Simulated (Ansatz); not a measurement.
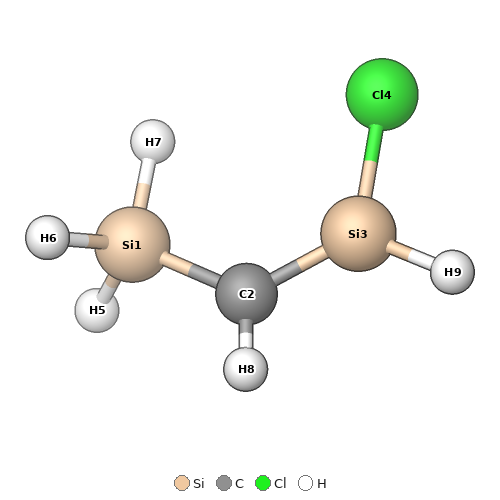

The system is CH5ClSi2, SMILES [SiH3]C=[SiH]Cl; the picture shows the reference structure. First axis: umbrella angle at Si3 (between each of its bonds and their common axis; 90 is planar). Second axis: change of the bonds Si3–C2, Si3–Cl4, Si3–H9, all alike. Nothing is relaxed (all other coordinates rigid). The scan uses a 15 × 15 grid. Points are written as (first, second). Energies: kJ/mol, counted from the lowest grid point. All numbers below come from Ansatz 0.2.0, RKS SPW92 (LDA)/def2-TZVP.

Its coordinates:

```xyz
9

Si   -0.5260    1.0155   -0.8552
C    -0.5690   -0.2835    0.4286
Si    0.7601   -1.1872    0.9613
Cl    2.6310   -0.9504    0.2326
H    -1.4244    0.6810   -2.0082
H    -0.9781    2.3393   -0.3154
H     0.8722    1.1622   -1.3677
H    -1.5190   -0.5295    0.9220
H     0.7532   -2.2474    2.0022
```

Range: umbrella angle at Si3 (between each of its bonds and their common axis; 90 is planar) from 66.0 to 114.0°; change of the bonds Si3–C2, Si3–Cl4, Si3–H9, all alike from −0.191 to 0.295 Å.

Q: Predict the map.

A: The lowest grid point is at (90.0°, 0.017 Å). It is the only kind of minimum in the scanned range. The highest grid point, (114.0°, −0.191 Å), lies 318 kJ/mol above the lowest. Round the minimum the two coordinates are nearly uncoupled.

```
second ↓, first →  66.0  69.4  72.9  76.3  79.7  83.1  86.6  90.0  93.4  96.9  100.3  103.7  107.1  110.6  114.0
            0.295   216   209   203   199   197   195   194   194   194   195    197    199    203    209    216
            0.260   188   178   171   166   162   160   159   159   159   160    162    166    171    178    188
            0.225   161   150   141   135   130   127   125   125   125   127    130    135    141    150    161
            0.191   138   125   115   107   101    97    95    94    95    97    101    107    115    125    138
            0.156   117   103    91    81    75    70    67    66    67    70     75     81     91    103    117
            0.121   101    84    70    60    52    46    43    42    43    46     52     60     70     84    101
            0.087    89    71    55    43    34    27    23    22    23    27     34     43     55     71     89
            0.052    83    62    45    31    21    14     9     8     9    14     21     31     45     62     83
            0.017    84    61    42    26    15     7     2     0     2     7     15     26     42     61     84
           −0.017    93    68    46    29    17     7     2     0     2     7     17     29     46     68     93
           −0.052   111    84    60    42    28    18    11     9    11    18     28     42     60     84    111
           −0.087   141   111    85    65    50    39    32    30    32    39     50     65     85    111    141
           −0.121   183   150   122   100    84    72    64    62    64    72     84    100    122    150    183
           −0.156   242   206   175   152   133   120   112   110   112   120    133    152    175    206    242
           −0.191   318   279   246   221   201   187   178   175   178   187    201    221    246    279    318
```

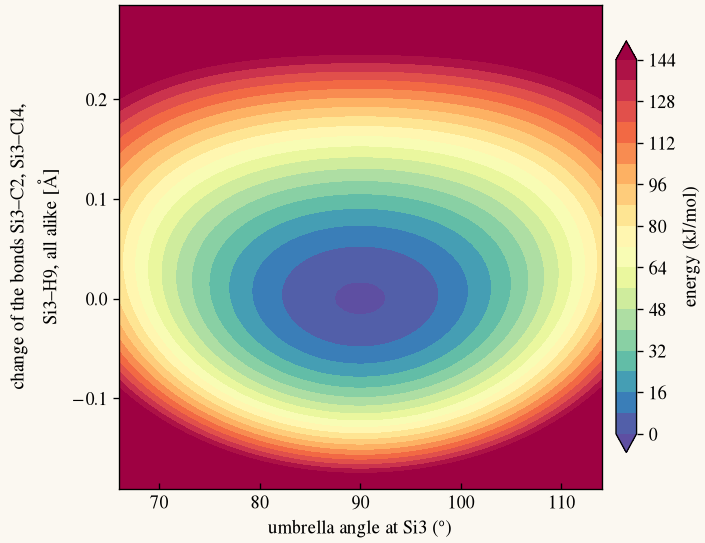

The picture shows filled contours, one colour for all values above the top of the scale. Between grid points the surface is interpolated.

Time for the 225 points that were run: 24 min on 1 thread of Arm Neoverse N1, with other jobs on the host.
